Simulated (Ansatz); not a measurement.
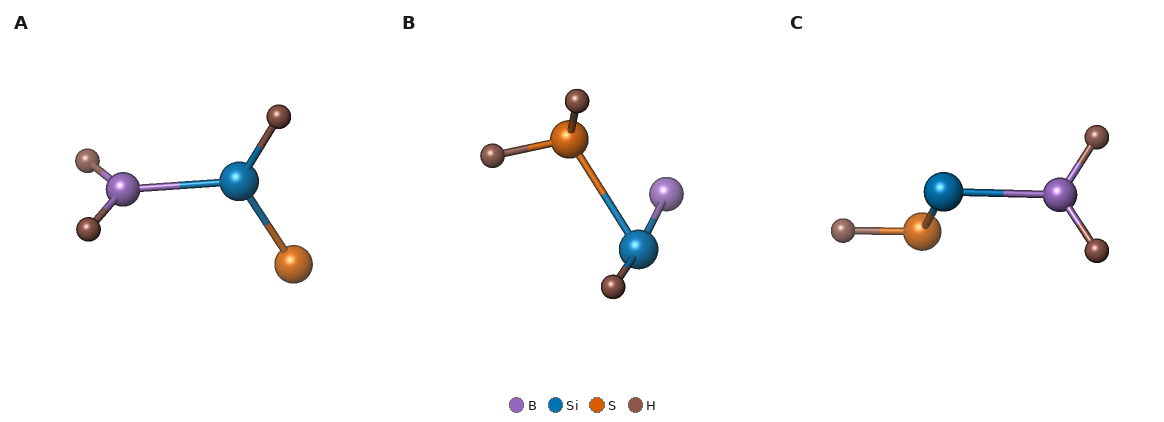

3 stationary structures of one formula. Geometries: PBE0-D4/def2-TZVP. Electronic energies: RHF-CCSD(T) (frozen core)/def2-TZVPP (Ansatz 0.2.0), without zero-point energy. No frequency run is at hand to confirm each as a minimum.

Question: Rank them by energy, lowest first.

Answer: A is lowest (Cs); C lies 10.9 kcal/mol above it (Cs), B lies 107.9 kcal/mol above it (Cs).
